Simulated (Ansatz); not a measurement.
## Electronic structure of GeH$_{2}$N$_{2}$ in real space

The calculation's input:

```
crystal:
  periodic: [false, false, false]
  atoms:
    - {symbol: Ge, position_ang: [-0.725027, 0.008564, -1.139892]}
    - {symbol: "N", position_ang: [-3.121585, 1.662723, -0.417428]}
    - {symbol: "N", position_ang: [-2.068616, 0.881040, -0.699443]}
    - {symbol: H, position_ang: [-4.001819, 1.208480, -0.634811]}
    - {symbol: H, position_ang: [-3.117165, 1.973447, 0.547889]}
basis:
  gaussian: {orbitals: def2-TZVPD}
hamiltonian: {xc: pbe0}
output: {forces: true, orbitals: {seedname: orbitals}}
```

Launched as:

```sh
ansatz run input.yaml --threads 2 --pin off --max-ram 4350MiB --events-out events.jsonl --progress --plain --runs-dir runs
```

Geometry: PBE0-D4/def2-TZVP.

Computed with isolated molecule in a Gaussian basis; Kohn-Sham density functional theory, functional PBE0 in Ansatz.

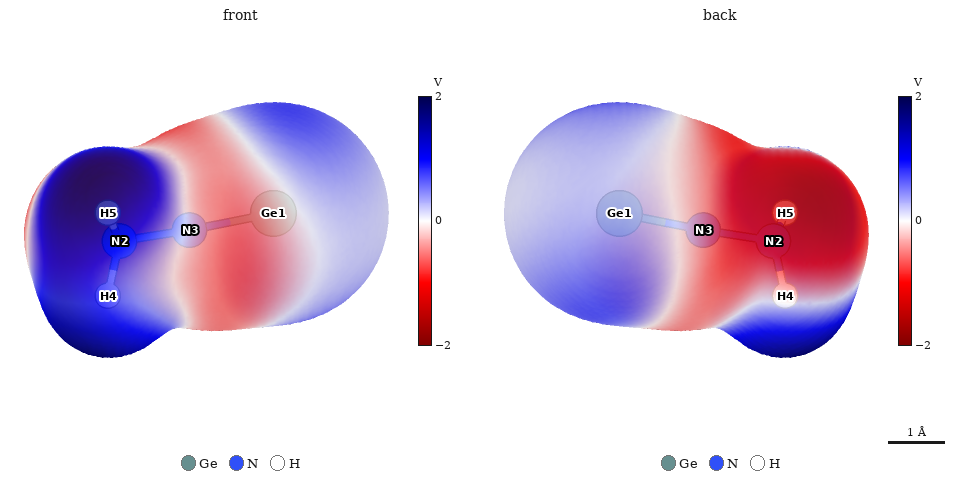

Figure 1. The electrostatic potential painted on the density surface at 0.002 e/bohr³, seen from the front and from behind; the colour scale runs from red (negative) to blue (positive).

Q: Describe the electrostatic potential map.

A: The most negative region (about −1.4 V) lies over N2, the most positive (about +1.8 V) over H4 and H5. N2 is the likeliest acceptor of a hydrogen bond.

Q: How polar is the molecule by this calculation?

A: Its dipole moment is 1.24 D.

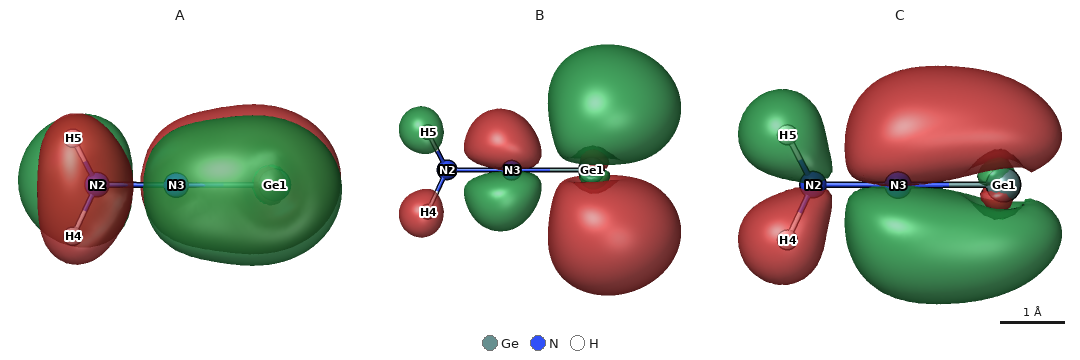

Figure 2. Three frontier orbitals at ±0.08 Å⁻³ᐟ² (green and red are the two phases), in no order.

Q: Order the three orbitals by energy and name them.

A: C is the HOMO−1 (−7.39 eV). By Hirshfeld shares it lies mainly on N3 (about 55 %), Ge1 (about 30 %) and N2 (about 10 %). A is the HOMO (−5.71 eV). Its weight (Hirshfeld) is mainly on Ge1 (about 35 %), N2 (about 30 %) and N3 (about 30 %). B is the LUMO (−1.17 eV). Its weight (Hirshfeld) is mainly on Ge1 (about 80 %) and N3 (about 15 %).

Q: What is the HOMO–LUMO gap?

A: 4.54 eV between the orbital energies.

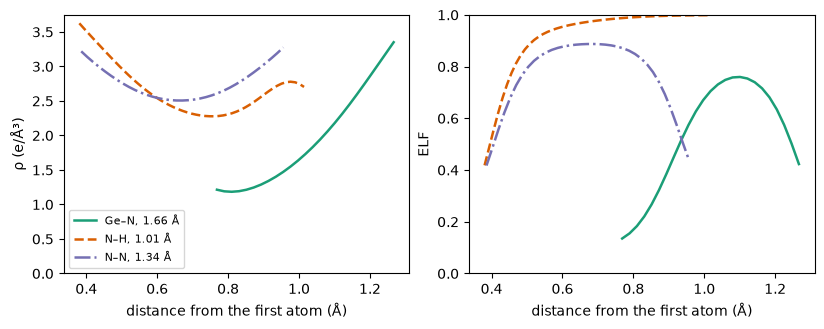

Figure 3. Total electron density and ELF along straight lines between neighbouring atoms. The curves leave out the atomic cores.

Q: Compare the contacts.

A: Ge–N (1.66 Å): ρ is about 1.2 e/Å³ halfway; the ELF peaks at about 0.75 in the valence shell of N, 0.6 Å from its nucleus, and is about 0.20 at the midpoint.
N–H (1.01 Å): ρ at the midpoint is about 2.9 e/Å³; the ELF climbs to about 1 towards the hydrogen, as it does in any bond to H: a covalent bond by its length.
N–N (1.34 Å): ρ is about 2.5 e/Å³ halfway; the ELF peaks at about 0.90 between the atoms; localised, covalent bonding.
